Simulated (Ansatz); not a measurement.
**SiH₅ (doublet): trial inputs and their diagnosis at distance H1–H2 along a hydrogen transfer = 0.693 Å**

3 inputs are run for SiH₅ (doublet) as typed; the log has to tell whether the result can be used and what must change.

Computed with Ansatz 0.2.0, Gaussian basis. Level: the settings change from run to run.

5 further runs of the same task are left out: 2 that didn't finish, 3 set aside as unsound or not needed.

## (1) The geometry

The geometry derives from fragments relaxed apart (PBE0/def2-TZVP) and kept rigid, so it is no stationary point. A hydrogen atom is moved between rigid fragments.

6 atoms, charge 0, spin multiplicity 2.

Atoms are counted from 1 here; the program's logs count them from 0.

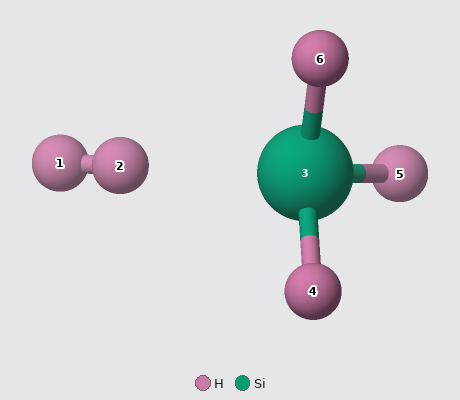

The geometry (hydrogen pink, silicon teal); atoms are numbered from 1 in the order of the file.

## (2) Try 1

Input file in.yaml:

```yaml
crystal:
  periodic: [false, false, false]
  atoms:
    - {symbol: H, position_ang: [-2.721817, 0.000000, -0.000001]}
    - {symbol: H, position_ang: [-2.028817, 0.000000, -0.000001]}
    - {symbol: Si, position_ang: [0.110183, 0.000000, 0.000000]}
    - {symbol: H, position_ang: [0.560157, -1.416253, 0.000000]}
    - {symbol: H, position_ang: [0.560157, 0.708126, -1.226511]}
    - {symbol: H, position_ang: [0.560156, 0.708127, 1.226511]}
basis:
  gaussian: {orbitals: 6-31G, fitting: {mean_field: def2-universal-jkfit}, point_charges: [{charge: -0.50, position_ang: [5.539, 0.756, -0.339]}]}
magnetization: {spin_polarized: false, initial_magnetization: 1}
correlation: {method: sc_nevpt2, electrons: valence, active_space: {window: {electrons: 1, orbitals: 2}}}
output: {forces: true}
```

Launch:

```console
> ansatz run in.yaml --threads 1 --pin off --events-out ev --progress --plain --max-ram 2393MiB
```

Log:

```text
Functional definition: HF
  name "HF"
  cite "Fock, Z. Phys. 61, 126 (1930) doi:10.1007/BF01340294"
  parent pbe
  exchange = exact_x
  correlation = 0
218 factors; integrals over basis functions are off by at most 8.2e-2 eV
mean field evaluation 1: about -7936.2527 eV, gradient 8.0e0 eV
mean field evaluation 2: about -7936.7203 eV, gradient 1.8e0 eV
mean field evaluation 4: about -7936.7560 eV, gradient 2.7e-1 eV
mean field -7936.75712587 eV, -291.6704446485 hartree, gradient 8.3e-7 eV, S^2 0.750000; 0 other end points of the search recorded, 0 dependent functions left out
reference -7936.75712587 eV, -291.6704446485 hartree; 10, 9 occupied and 13, 14 virtual orbitals, 218 factors
state -7936.75712587 eV, -291.6704446485 hartree
state -7936.75712587 eV, -291.6704446485 hartree; corrected -7938.61475156 eV, -291.7387111335 hartree
WARN: 1 active orbitals are nearly empty or full. The corrections depend on them more than the energy does, and are more stable in an active space without them
the calculation of the forces begins
Error: an active orbital is full or empty, and SC-NEVPT2 has no forces then: leave it out of the active space
```

Run time: 0.12 s. Hardware: 1 thread of Arm Neoverse V2, shared host.

What is wrong: The run stopped with an error. It says: «an active orbital is full or empty, and SC-NEVPT2 has no forces then: leave it out of the active space». Cure: drop the forces, or choose an active space whose orbitals are all partly filled.

## (3) Try 2

Input file in.yaml:

```yaml
crystal:
  periodic: [false, false, false]
  atoms:
    - {symbol: H, position_ang: [-2.721817, 0.000000, -0.000001]}
    - {symbol: H, position_ang: [-2.028817, 0.000000, -0.000001]}
    - {symbol: Si, position_ang: [0.110183, 0.000000, 0.000000]}
    - {symbol: H, position_ang: [0.560157, -1.416253, 0.000000]}
    - {symbol: H, position_ang: [0.560157, 0.708126, -1.226511]}
    - {symbol: H, position_ang: [0.560156, 0.708127, 1.226511]}
basis:
  gaussian: {orbitals: 6-31G, point_charges: [{charge: -0.50, position_ang: [4.532, -0.242, 0.460]}]}
magnetization: {spin_polarized: false, initial_magnetization: 1}
hamiltonian: {xc: pbe}
correlation: {method: sc_nevpt2, electrons: outside_noble_gas, active_space: {window: {electrons: 3, orbitals: 3}}}
scf: {lower_state_search: full}
```

The command is unchanged.

Log:

```text
Error: invalid value for `correlation.active_space`: it starts from restricted Hartree–Fock orbitals; set hamiltonian.xc: hf without magnetization.spin_polarized
```

It took 0.03 s on 1 thread of Arm Neoverse V2, shared host.

**Diagnosis.** The run was refused. An active space is asked on a functional's orbitals. Fix: start from Hartree-Fock.

## (4) Try 3

Input file in.yaml:

```yaml
crystal:
  periodic: [false, false, false]
  atoms:
    - {symbol: H, position_ang: [-2.721817, 0.000000, -0.000001]}
    - {symbol: H, position_ang: [-2.028817, 0.000000, -0.000001]}
    - {symbol: Si, position_ang: [0.110183, 0.000000, 0.000000]}
    - {symbol: H, position_ang: [0.560157, -1.416253, 0.000000]}
    - {symbol: H, position_ang: [0.560157, 0.708126, -1.226511]}
    - {symbol: H, position_ang: [0.560156, 0.708127, 1.226511]}
basis:
  gaussian: {orbitals: 6-31G, point_charges: [{charge: -0.50, position_ang: [5.446, 0.642, 0.917]}]}
magnetization: {spin_polarized: false, initial_magnetization: 1}
hamiltonian: {xc: pbe0}
correlation: {active_space: {window: {electrons: 3, orbitals: 3}}}
scf: {lower_state_search: light}
```

Same command.

Log:

```text
Error: invalid value for `correlation.active_space`: it starts from restricted Hartree–Fock orbitals; set hamiltonian.xc: hf without magnetization.spin_polarized
```

It took 0.03 s on 1 thread of Arm Neoverse V2, shared host.

Diagnosis: The run was refused. An active space is asked on a functional's orbitals. Fix: start from Hartree-Fock.

## (5) How the runs ended

```
try              level                ended                                                                                                   cause    time
  1  NEVPT2(1,2)/6-31G  stopped by an error  an active orbital is full or empty, and SC-NEVPT2 has no forces then: leave it out of the active space  0.12 s
  2  NEVPT2(3,3)/6-31G              refused                                                     an active space is asked on a functional's orbitals  0.03 s
  3  CASSCF(3,3)/6-31G              refused                                                     an active space is asked on a functional's orbitals  0.03 s
```

1 stopped by an error, 2 refused.
